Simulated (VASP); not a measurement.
Band structure of W (bcc). Calculation: SCAN meta-GGA, VASP's PBE PAW potentials (set 64) (plane waves; VASP).

Unless said otherwise, spin-orbit coupling is left out, though it shifts the bands of the heavy elements here.

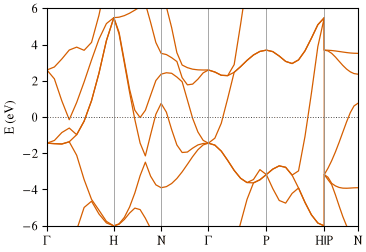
*Bands along high-symmetry lines, zero at the valence-band maximum or, without a gap, the Fermi level*

Read the plot: is there a gap, and where are the band edges?

It has no gap at this level: it comes out as a metal or semimetal.

The compound is W in the bcc structure. It was relaxed first.
